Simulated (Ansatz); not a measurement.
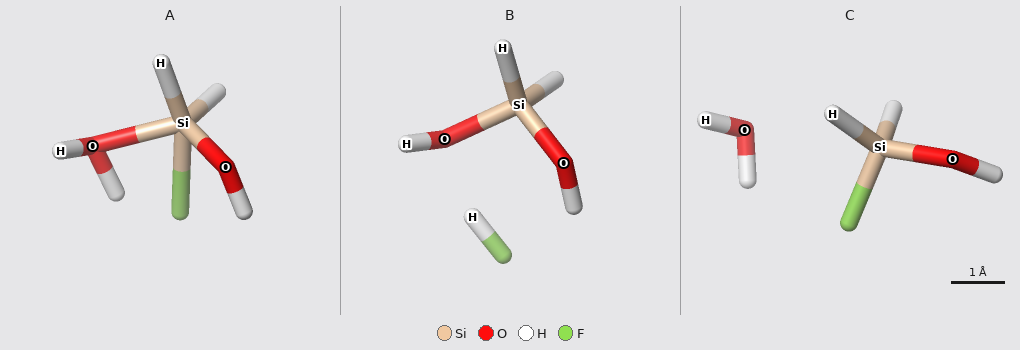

Three geometries of SiH₅O₂F: a saddle point and the two minima that it joins, in shuffled order. Style: stick. Shown at a tilt. Sticks join atoms that are closer than about 1.2 times the sum of their covalent radii (a little more with hydrogen).

Stationary points at PBE0-D4/def2-TZVP, single-point energies with CCSD(T)/CBS, CAM-B3LYP-D4, SPW92 (LDA), r2SCAN0-D4, BLYP-D4, B3LYP-D4 (def2-TZVPP where no basis is named; Ansatz 0.2.0). The energies are electronic, without zero-point or thermal terms, and both ends are the minima reached downhill from the saddle, with any fragments still in contact. CCSD(T)/CBS stands for a frozen-core estimate: MP2 correlation extrapolated from def2-TZVPP and def2-QZVPP, CCSD(T) minus MP2 from the smaller set.

Identify the saddle point and describe the reaction.

Frame A is the saddle point. Counted by bonded pieces, B holds HF + SiH₄O₂ and C holds H₂O + SiH₃OF. From B over the saddle to C, bonds form: F–Si (3.19 → 1.99 → 1.61 Å), H–O (1.69 → 1.09 → 0.96 Å). Bonds break: O–Si (1.67 → 1.83 → 2.94 Å), F–H (0.94 → 1.29 → 2.33 Å). The saddle has one imaginary mode, 525i cm⁻¹. With CCSD(T)/CBS the barrier is 24.1 kcal/mol from B and 29.4 kcal/mol from C, and C lies 5.3 kcal/mol below B.

```csv
level,barrier from B (kcal/mol),barrier from C (kcal/mol),C less B (kcal/mol)
CCSD(T)/CBS,24.1,29.4,−5.3
CAM-B3LYP-D4,22.9,27.5,−4.5
SPW92 (LDA),13.4,14.0,−0.6
r2SCAN0-D4,22.4,27.1,−4.7
BLYP-D4,22.3,26.7,−4.5
B3LYP-D4,23.8,28.5,−4.7
```

Against CCSD(T)/CBS, B3LYP-D4 comes closest on the barrier from B (−0.3 kcal/mol) and SPW92 (LDA) misses most (−10.7 kcal/mol).
